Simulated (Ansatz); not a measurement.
Nudged elastic band, with input and output: HfH$_{2}$OF$_{4}$

- system: HfH$_{2}$OF$_{4}$
- method: RKS PBE/def2-SVP (Ansatz 0.2.0)

It belongs to a series of runs on one base structure; here: band between the two ends. Figures and captions count atoms from 1; the log counts them from 0 in places.

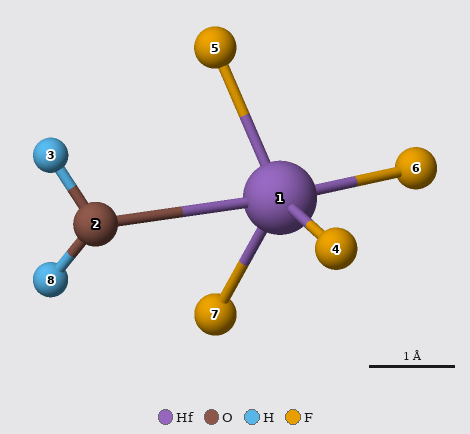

Fig. 1: The input geometry (ball-and-stick view, seen at a tilt; atoms are numbered from 1 in the order of the input). Sticks mark near contacts. Bond lengths as drawn: F–Hf 1.92 to 1.94 Å, Hf–O 2.38 Å and H–O 0.98 Å.

The input:
```yaml
crystal:
  periodic: [false, false, false]
  atoms:
    - { symbol: Hf, position_ang: [0.105846, -0.555543, -0.154264] }
    - { symbol: O, position_ang: [0.436686, 0.009561, 2.133216] }
    - { symbol: H, position_ang: [-0.294169, 0.525302, 2.525961] }
    - { symbol: F, position_ang: [1.687936, 0.469883, -0.538891] }
    - { symbol: F, position_ang: [-1.463058, 0.491392, 0.306216] }
    - { symbol: F, position_ang: [-0.425186, -1.175429, -1.893682] }
    - { symbol: F, position_ang: [0.421326, -2.263508, 0.713272] }
    - { symbol: H, position_ang: [0.583018, -0.759357, 2.717771] }
basis:
  gaussian: { orbitals: def2-SVP }
hamiltonian:
  xc: pbe
neb:
  order_check: false
  images: 5
  f_tol: 0.05
  max_iterations: 60
  final_atoms:
    - { symbol: Hf, position_ang: [0.45857009, -0.19585476, -0.0793181] }
    - { symbol: O, position_ang: [-0.45229746, -0.44965646, 2.10578994] }
    - { symbol: H, position_ang: [-1.28647515, -0.95621958, 2.14605411] }
    - { symbol: F, position_ang: [1.22773594, -0.30314012, -1.83713688] }
    - { symbol: F, position_ang: [0.2031658, 1.69773269, 0.14847976] }
    - { symbol: F, position_ang: [-1.16688228, -1.21521443, -0.37217276] }
    - { symbol: F, position_ang: [1.90854336, -0.96866489, 0.95532743] }
    - { symbol: H, position_ang: [0.1600387, -0.86668146, 2.74257549] }
  initial_path:
    images:
      - { positions_ang: [[0.105846, -0.555543, -0.154264], [0.436686, 0.009561, 2.133216], [-0.294169, 0.525302, 2.525961], [1.687936, 0.469883, -0.538891], [-1.463058, 0.491392, 0.306216], [-0.425186, -1.175429, -1.893682], [0.421326, -2.263508, 0.713272], [0.583018, -0.759357, 2.717771]] }
      - { positions_ang: [[0.05310142, -0.37622068, -0.10226318], [0.30189399, 0.00923719, 2.22884876], [-0.47740617, 0.24043664, 2.61456828], [1.72071573, 0.34660777, -0.60048458], [-1.34667115, 0.83591874, -0.00836171], [-0.58241434, -1.34995806, -1.46586668], [0.70779182, -2.08675237, 0.70651298], [0.67538769, -0.87696823, 2.43664512]] }
      - { positions_ang: [[0.00035685, -0.19689835, -0.05026236], [0.16710198, 0.00891337, 2.32448153], [-0.66064334, -0.04442872, 2.70317556], [1.75349546, 0.22333254, -0.66207815], [-1.23028431, 1.18044549, -0.32293942], [-0.73964267, -1.52448712, -1.03805136], [0.99425764, -1.90999674, 0.69975395], [0.76775739, -0.99457946, 2.15551924]] }
      - { positions_ang: [[-0.05238773, -0.01757603, 0.00173846], [0.03230997, 0.00858956, 2.42011429], [-0.84388051, -0.32929408, 2.79178285], [1.78627519, 0.1000573, -0.72367173], [-1.11389746, 1.52497223, -0.63751712], [-0.89687101, -1.69901617, -0.61023603], [1.28072346, -1.73324111, 0.69299493], [0.86012708, -1.11219069, 1.87439335]] }
      - { positions_ang: [[0.11793154, -0.07700228, -0.02528039], [-0.12922584, -0.14415911, 2.31533951], [-0.99141205, -0.53826925, 2.57653993], [1.60009544, -0.03434184, -1.09482678], [-0.67487637, 1.58255905, -0.37551816], [-0.98687476, -1.53774892, -0.53088161], [1.48999676, -1.47838237, 0.7804391], [0.62676429, -1.03035428, 2.1637874]] }
      - { positions_ang: [[0.28825081, -0.13642852, -0.05229925], [-0.29076165, -0.29690778, 2.21056472], [-1.1389436, -0.74724441, 2.36129702], [1.41391569, -0.16874098, -1.46598183], [-0.23585529, 1.64014587, -0.1135192], [-1.07687852, -1.37648168, -0.45152718], [1.69927006, -1.22352363, 0.86788327], [0.3934015, -0.94851787, 2.45318145]] }
      - { positions_ang: [[0.45857009, -0.19585476, -0.0793181], [-0.45229746, -0.44965646, 2.10578994], [-1.28647515, -0.95621958, 2.14605411], [1.22773594, -0.30314012, -1.83713688], [0.2031658, 1.69773269, 0.14847976], [-1.16688228, -1.21521443, -0.37217276], [1.90854336, -0.96866489, 0.95532743], [0.1600387, -0.86668146, 2.74257549]] }
```

Launch command:
```bash
ansatz run input.yaml --threads 2 --pin off --max-ram 3072MiB --backend cpu --events-out ev --progress --plain --runs-dir out
```

Output:
```
Engine: ansatz 0.2.0, aarch64-unknown-linux-gnu
Functional definition: PBE
  parameter kappa = 0.804
  parameter beta = 0.06672455060314922
  exchange = pbe_x(kappa = kappa, mu = beta*pi^2/3)
  correlation = pbe_c(beta = beta)
1165 factors; their error is unknown
mean field evaluation 1: about -14231.4261 eV, gradient 8.2e1 eV
mean field evaluation 2: about -14161.9749 eV, gradient 2.2e2 eV
mean field evaluation 4: about -14241.8601 eV, gradient 1.4e1 eV
mean field evaluation 8: about -14242.1766 eV, gradient 2.4e-1 eV
mean field evaluation 16: about -14242.0849 eV, gradient 2.1e-3 eV
mean field -14242.08493296 eV, -523.3869676545 hartree, gradient 2.5e-5 eV, S^2 0.000000; 0 other end points of the search recorded, 0 dependent functions left out
the calculation of the forces begins
reference -14242.08500841 eV, -523.3869704271 hartree; 29, 29 occupied and 83, 83 virtual orbitals, 1165 factors
1165 factors; their error is unknown
mean field evaluation 32: about -14242.0850 eV, gradient 1.0e-1 eV
mean field -14242.08499196 eV, -523.3869698227 hartree, gradient 4.2e-5 eV, S^2 0.000000; 0 other end points of the search recorded, 0 dependent functions left out
[... from here on the field's lines of each further geometry are left out, up to the last ...]
NEB iter   1: max|band force component| = 5.241e0 eV/Å  barrier→ = 2.9983 eV  barrier← = 2.9983 eV  Δτ_max = 0.2000 Å  (199 SCF iters)
NEB iter   2: max|band force component| = 2.203e0 eV/Å  barrier→ = 1.7865 eV  barrier← = 1.7865 eV  Δτ_max = 0.2000 Å  (167 SCF iters)
NEB iter   3: max|band force component| = 8.452e-1 eV/Å  barrier→ = 0.9417 eV  barrier← = 0.9418 eV  Δτ_max = 0.1955 Å  (171 SCF iters)
NEB iter   4: max|band force component| = 5.514e-1 eV/Å  barrier→ = 0.7341 eV  barrier← = 0.7342 eV  Δτ_max = 0.2000 Å  (169 SCF iters)
NEB iter   5: max|band force component| = 7.669e-1 eV/Å  barrier→ = 0.6005 eV  barrier← = 0.6006 eV  Δτ_max = 0.1010 Å  (165 SCF iters)
NEB iter   6: max|band force component| = 9.234e-1 eV/Å  barrier→ = 0.4707 eV  barrier← = 0.4708 eV  Δτ_max = 0.0503 Å  (156 SCF iters)
NEB iter   7: max|band force component| = 7.300e-1 eV/Å  barrier→ = 0.3943 eV  barrier← = 0.3944 eV  Δτ_max = 0.0984 Å  (153 SCF iters)
NEB iter   8: max|band force component| = 9.672e-1 eV/Å  barrier→ = 0.3118 eV  barrier← = 0.3119 eV  Δτ_max = 0.0505 Å  (151 SCF iters)
NEB iter   9: max|band force component| = 4.491e-1 eV/Å  barrier→ = 0.2630 eV  barrier← = 0.2631 eV  CI = image 3  Δτ_max = 0.1003 Å  (147 SCF iters)
NEB iter  10: max|band force component| = 3.542e-1 eV/Å  barrier→ = 0.2168 eV  barrier← = 0.2168 eV  CI = image 3  Δτ_max = 0.1857 Å  (152 SCF iters)
NEB iter  11: max|band force component| = 3.799e-1 eV/Å  barrier→ = 0.1544 eV  barrier← = 0.1545 eV  CI = image 3  Δτ_max = 0.1002 Å  (155 SCF iters)
NEB iter  12: max|band force component| = 8.786e-1 eV/Å  barrier→ = 0.1424 eV  barrier← = 0.1425 eV  CI = image 3  Δτ_max = 0.0502 Å  (151 SCF iters)
NEB iter  13: max|band force component| = 3.206e-1 eV/Å  barrier→ = 0.1357 eV  barrier← = 0.1358 eV  CI = image 3  Δτ_max = 0.1005 Å  (147 SCF iters)
NEB iter  14: max|band force component| = 2.226e-1 eV/Å  barrier→ = 0.1293 eV  barrier← = 0.1294 eV  CI = image 3  Δτ_max = 0.1006 Å  (146 SCF iters)
NEB iter  15: max|band force component| = 1.689e-1 eV/Å  barrier→ = 0.1270 eV  barrier← = 0.1270 eV  CI = image 3  Δτ_max = 0.1008 Å  (148 SCF iters)
NEB iter  16: max|band force component| = 1.549e-1 eV/Å  barrier→ = 0.1286 eV  barrier← = 0.1286 eV  CI = image 3  Δτ_max = 0.0845 Å  (149 SCF iters)
NEB iter  17: max|band force component| = 8.867e-2 eV/Å  barrier→ = 0.1293 eV  barrier← = 0.1294 eV  CI = image 3  Δτ_max = 0.0143 Å  (146 SCF iters)
NEB iter  18: max|band force component| = 6.135e-2 eV/Å  barrier→ = 0.1287 eV  barrier← = 0.1287 eV  CI = image 3  Δτ_max = 0.0979 Å  (152 SCF iters)
NEB iter  19: max|band force component| = 7.596e-2 eV/Å  barrier→ = 0.1282 eV  barrier← = 0.1282 eV  CI = image 3  Δτ_max = 0.0490 Å  (147 SCF iters)
NEB iter  20: max|band force component| = 8.321e-2 eV/Å  barrier→ = 0.1280 eV  barrier← = 0.1280 eV  CI = image 3  Δτ_max = 0.0250 Å  (149 SCF iters)
NEB iter  21: max|band force component| = 6.070e-2 eV/Å  barrier→ = 0.1279 eV  barrier← = 0.1279 eV  CI = image 3  Δτ_max = 0.0251 Å  (152 SCF iters)
the calculation of the forces begins
reference -14242.07474841 eV, -523.3865933790 hartree; 29, 29 occupied and 83, 83 virtual orbitals, 1165 factors
1165 factors; their error is unknown
mean field evaluation 1024: about -14241.9571 eV, gradient 2.5e-3 eV
mean field -14241.95709804 eV, -523.3822698077 hartree, gradient 6.7e-6 eV, S^2 0.000000; 1 other end points of the search recorded, 0 dependent functions left out
the calculation of the forces begins
reference -14241.95717243 eV, -523.3822725416 hartree; 29, 29 occupied and 83, 83 virtual orbitals, 1165 factors
NEB iter  22: max|band force component| = 1.790e-2 eV/Å  barrier→ = 0.1278 eV  barrier← = 0.1279 eV  CI = image 3  Δτ_max = 0.0000 Å  (403 SCF iters)
```

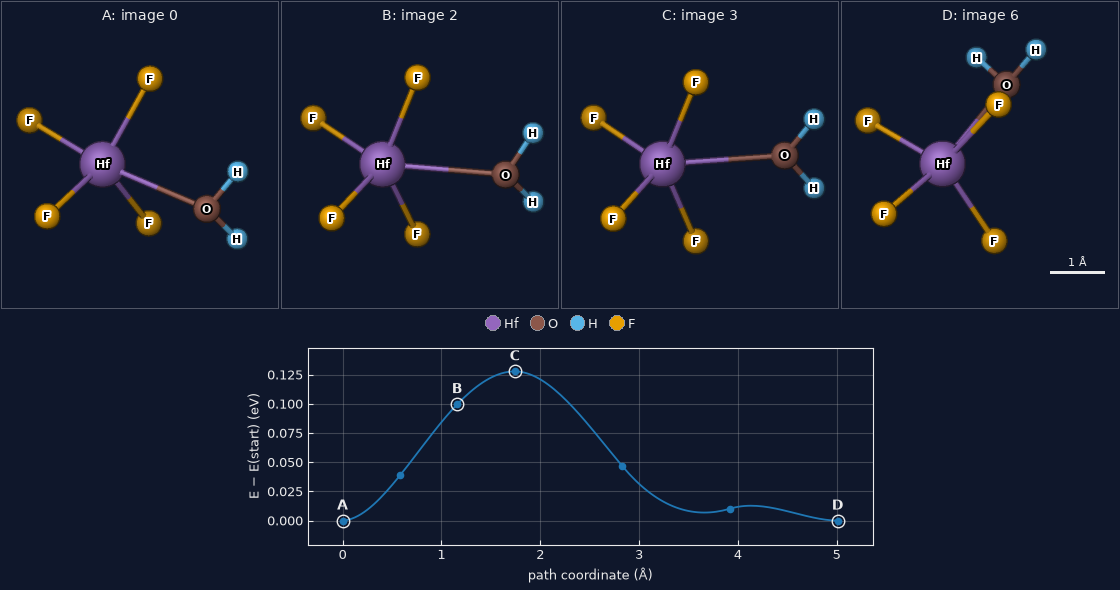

Fig. 2: Images of the last band (counted from 0; ball-and-stick, seen at a tilt) above the energy along the path; the line is a cubic interpolation that uses the forces. The highest image is number 3, 0.128 eV above the start and 0.128 eV above the end (the climbing image); start and end have the same energy. The path is 5.01 Å long. The band converged in 22 iterations.

```
Total energy: -14241.95717243 eV, -523.3822725416 hartree
Atom 0 at     0.231546    -0.475944    -0.143675 Å, force     0.001457     0.000517     0.001201 eV/Å
Atom 1 at    -0.036683    -0.301615     2.128618 Å, force    -0.000389     0.001970     0.002553 eV/Å
Atom 2 at    -0.605620     0.358265     2.567242 Å, force    -0.002417     0.001576    -0.003020 eV/Å
Atom 3 at     1.556524     0.455678    -1.172593 Å, force     0.000261     0.000182    -0.000882 eV/Å
Atom 4 at    -1.024032     0.979917     0.228606 Å, force    -0.000483     0.000359     0.000537 eV/Å
Atom 5 at    -0.831935    -1.573774    -1.304004 Å, force    -0.000544    -0.000526     0.000293 eV/Å
Atom 6 at     1.341332    -1.835762     0.724893 Å, force    -0.000275    -0.000250    -0.000070 eV/Å
Atom 7 at     0.421268    -0.864465     2.780511 Å, force     0.002389    -0.003828    -0.000613 eV/Å
Dipole moment:    -0.133855     0.094144     1.175173 e Å
this run last wrote the band of iteration 22 to [file]
```

The last band as extended XYZ (Å, eV, eV/Å):
```
8
Properties=species:S:1:pos:R:3:forces:R:3 image=0 energy=-14242.08493
Hf    0.1058   -0.5555   -0.1543    0.0010   0.0010  -0.0017
O     0.4367    0.0096    2.1332   -0.0015   0.0003   0.0056
H    -0.2942    0.5253    2.5260    0.0001   0.0046   0.0004
F     1.6879    0.4699   -0.5389   -0.0005   0.0000   0.0022
F    -1.4631    0.4914    0.3062   -0.0012  -0.0013   0.0003
F    -0.4252   -1.1754   -1.8937   -0.0008  -0.0021  -0.0083
F     0.4213   -2.2635    0.7133   -0.0019  -0.0008   0.0005
H     0.5830   -0.7594    2.7178    0.0047  -0.0018   0.0010
8
Properties=species:S:1:pos:R:3:forces:R:3 image=1 energy=-14242.04625
Hf    0.1772   -0.5060   -0.1434   -0.0086  -0.0078  -0.0003
O     0.3300   -0.0492    2.1609    0.0303   0.0208   0.0026
H    -0.4354    0.4391    2.5227    0.0192   0.0116  -0.0066
F     1.7087    0.4853   -0.7474   -0.0002   0.0051   0.0342
F    -1.3073    0.6786    0.2921   -0.0355  -0.0389   0.0071
F    -0.5976   -1.2937   -1.7139    0.0264   0.0138  -0.0337
F     0.7061   -2.1682    0.7259   -0.0496  -0.0185   0.0029
H     0.4707   -0.8435    2.7126    0.0179   0.0139  -0.0060
8
Properties=species:S:1:pos:R:3:forces:R:3 image=2 energy=-14241.98520
Hf    0.2212   -0.4794   -0.1399   -0.0019  -0.0058   0.0015
O     0.1701   -0.1432    2.1512    0.0365   0.0269   0.0050
H    -0.5509    0.3831    2.5467    0.0078   0.0065  -0.0050
F     1.6593    0.4898   -0.9637    0.0050   0.0079   0.0245
F    -1.1704    0.8374    0.2499   -0.0335  -0.0291   0.0031
F    -0.7290   -1.4356   -1.5058    0.0163   0.0086  -0.0241
F     1.0356   -2.0333    0.7243   -0.0386  -0.0221  -0.0006
H     0.4166   -0.8765    2.7469    0.0084   0.0071  -0.0043
8
Properties=species:S:1:pos:R:3:forces:R:3 image=3 energy=-14241.95710
Hf    0.2315   -0.4759   -0.1437    0.0015   0.0005   0.0012
O    -0.0367   -0.3016    2.1286   -0.0004   0.0020   0.0026
H    -0.6056    0.3583    2.5672   -0.0024   0.0016  -0.0030
F     1.5565    0.4557   -1.1726    0.0003   0.0002  -0.0009
F    -1.0240    0.9799    0.2286   -0.0005   0.0004   0.0005
F    -0.8319   -1.5738   -1.3040   -0.0005  -0.0005   0.0003
F     1.3413   -1.8358    0.7249   -0.0003  -0.0003  -0.0001
H     0.4213   -0.8645    2.7805    0.0024  -0.0038  -0.0006
8
Properties=species:S:1:pos:R:3:forces:R:3 image=4 energy=-14242.03831
Hf    0.3007   -0.4256   -0.1326    0.0087   0.0038   0.0009
O    -0.3908   -0.5898    2.1058   -0.0372  -0.0310  -0.0038
H    -0.7363    0.2394    2.4902   -0.0122  -0.0133  -0.0065
F     1.4207    0.2602   -1.5334   -0.0138  -0.0186  -0.0366
F    -0.5793    1.2553    0.3147    0.0459   0.0302   0.0119
F    -0.9332   -1.6362   -0.9714   -0.0114  -0.0036   0.0330
F     1.6879   -1.4071    0.8234    0.0341   0.0440   0.0069
H     0.2827   -0.9538    2.7130   -0.0140  -0.0115  -0.0058
8
Properties=species:S:1:pos:R:3:forces:R:3 image=5 energy=-14242.07467
Hf    0.4152   -0.3136   -0.1339   -0.0013  -0.0066  -0.0133
O    -0.4392   -0.7091    2.0501    0.0021   0.0058   0.0185
H    -1.1583   -0.2166    2.4876    0.0060   0.0066  -0.0081
F     1.2856   -0.0473   -1.8260    0.0041   0.0081   0.0138
F    -0.1562    1.4899    0.2649   -0.0129  -0.0078   0.0132
F    -1.0197   -1.4933   -0.6496    0.0006  -0.0049  -0.0130
F     1.9057   -1.0366    0.8808   -0.0122  -0.0154   0.0073
H     0.2193   -0.9311    2.7356    0.0136   0.0142  -0.0185
8
Properties=species:S:1:pos:R:3:forces:R:3 image=6 energy=-14242.08499
Hf    0.4586   -0.1959   -0.0793    0.0013   0.0023  -0.0016
O    -0.4523   -0.4497    2.1058    0.0005  -0.0014  -0.0011
H    -1.2865   -0.9562    2.1461   -0.0041  -0.0010  -0.0010
F     1.2277   -0.3031   -1.8371   -0.0010  -0.0002   0.0003
F     0.2032    1.6977    0.1485    0.0009  -0.0007   0.0001
F    -1.1669   -1.2152   -0.3722   -0.0003  -0.0004   0.0002
F     1.9085   -0.9687    0.9553    0.0000   0.0000  -0.0001
H     0.1600   -0.8667    2.7426    0.0027   0.0014   0.0032
```

Results in brief:

| quantity | value |
| --- | --- |
| outcome | converged |
| barrier, forward | 0.128 eV |
| barrier, backward | 0.128 eV |
| hardware | 2 threads of Arm Neoverse V2, 24 GiB of memory available, shared host |
| wall time | 4.8 min (CPU time 9.3 min) |
| peak memory | 0.21 GiB |

Notes:

The order of the saddle point was not checked.
